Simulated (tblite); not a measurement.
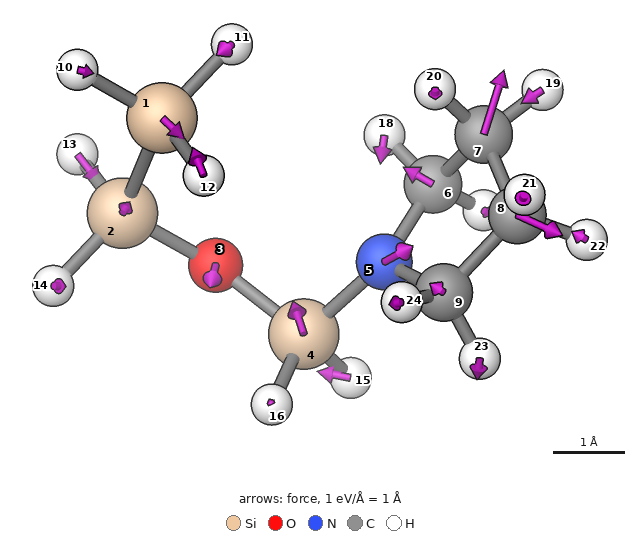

Starting geometry of C₄H₁₅NOSi₃ with the computed forces as purple arrows. The picture is a ball-and-stick view, seen at a tilt.

Theory: GFN2-xTB geometry optimisation, gas phase (tblite 0.8.0). 

Question: What follows when this structure is relaxed?

Answer: It isn't relaxed: the largest force vector, on a C atom, is 0.98 eV/Å. The final displacements have little in common with the starting forces (cosine between the two patterns 0.15). An H atom moves most after the best rigid fit: 0.92 Å. Largest moves by element: H 0.92 Å, C 0.36 Å, Si 0.35 Å, O 0.33 Å, N 0.18 Å. Near-neighbour distances that change, for instance: O–Si 1.658 → 1.618 Å, H–Si 1.500 → 1.469 Å, C–C 1.504 → 1.530 Å, C–N 1.464 → 1.449 Å. Among the angles between lasting bonds that change: Si–O–Si 137.7° → 150.5°, N–Si–H 107.6° → 116.8°, O–Si–H 110.6° → 102.2°. Groups turn about O–Si by about 35°, Si–Si by about 35°, N–Si by about 20°. Over 144 geometry steps the energy falls by 0.295 eV.
